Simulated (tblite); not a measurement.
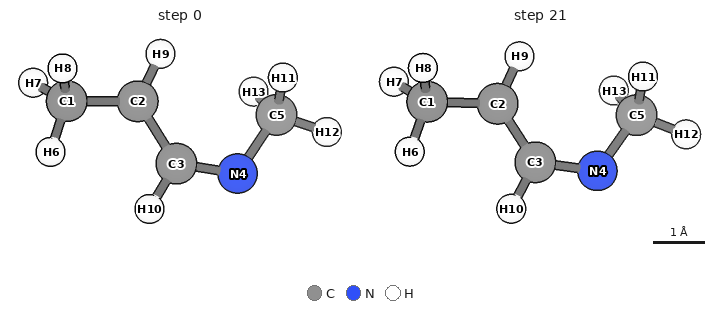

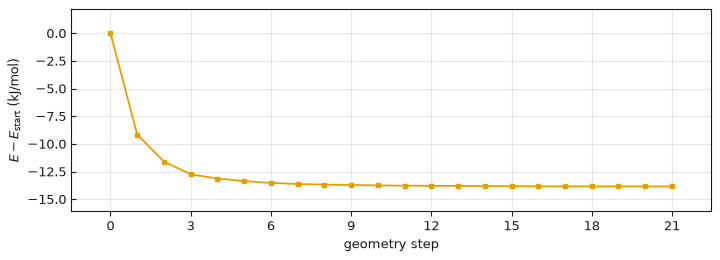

First and last geometry of a relaxation of C$_{4}$H$_{8}$N (multiplicity 2), with the history of the run. Style: ball-and-stick. Shown at a tilt.

All numbers below come from GFN2-xTB geometry optimisation, gas phase (tblite). 

Question: What do the curves and the structures tell?

Answer: It converged. Over 21 geometry steps the energy falls by 13.8 kJ/mol. The largest move after the best rigid fit is that of H9, 0.054 Å. Largest moves by element: H 0.054 Å, N 0.053 Å, C 0.051 Å. Near-neighbour distances that change, for instance: C2–C3 1.456 → 1.383 Å, N4–C5 1.469 → 1.426 Å, C1–C2 1.495 → 1.479 Å, C3–N4 1.292 → 1.306 Å. Among the angles between lasting bonds that change: C3–N4–C5 118.1° → 120.8°, C1–C2–C3 120.6° → 123.3°, H7–C1–H8 109.2° → 106.5°. The run took 0.21 s on 1 thread of AMD EPYC (shared host).

| step | E − E(0), kJ/mol |
| --- | --- |
| 0 | 0.00 |
| 1 | -9.15 |
| 2 | -11.60 |
| 3 | -12.75 |
| 4 | -13.13 |
| 5 | -13.37 |
| 6 | -13.52 |
| 7 | -13.62 |
| 8 | -13.68 |
| 9 | -13.72 |
| 10 | -13.75 |
| 11 | -13.78 |
| 12 | -13.79 |
| 13 | -13.80 |
| 14 | -13.81 |
| 15 | -13.82 |
| 16 | -13.83 |
| 17 | -13.84 |
| 18 | -13.84 |
| 19 | -13.84 |
| 20 | -13.85 |
| 21 | -13.85 |
